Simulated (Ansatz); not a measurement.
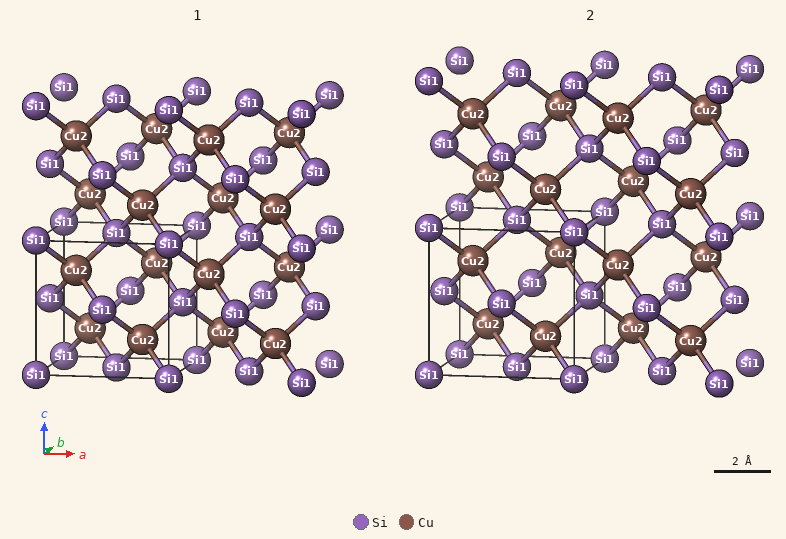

Two geometries of crystalline CuSi (a generated structure, set up in F-43m) (coarse preliminary run), drawn at one scale. One is the start of a relaxation, the other its converged end. A ball-and-stick model of the conventional cell (4 times the calculation's cell), repeated 2 × 1 × 2 with one cell outlined, seen slightly off an axis. Lengths and directions refer to the drawn axes.

Theory: Ansatz 0.2.0, DFT PBE, scalar-relativistic, plane waves, PAW. Set-up: plane-wave cutoff 420 eV; k-point mesh 6 × 6 × 6; occupations gaussian; smearing width 0.1 eV; no spin polarisation; cell and atoms relaxed; force threshold 0.04 eV/Å; at most 70 steps.

Question: Which geometry has the lower energy?

Answer: Structure 2 is the relaxed one. The energy falls by 387 meV per atom in 5 accepted moves (7 points after the start). All forces vanish by symmetry, so only the cell relaxes. The pressure goes from 35.83 to 0.14 GPa. At 2 points the geometry stayed and the basis and grid were re-selected for the new cell (energy shift of 7.6 meV per atom at most each time). No atom moves by more than 0.005 Å relative to the cell. Cell: a = b = c 4.868 → 5.321 Å (+9.3 %). Volume +30.6 %. Some distances before and after: Si1–Cu2 2.108 → 2.304 Å. The space group stays F-43m (No. 216). Cost: 5.9 s on 1 thread of Intel(R) Xeon(R) 6975P-C (Granite Rapids) (shared host), peak memory 0.37 GiB.
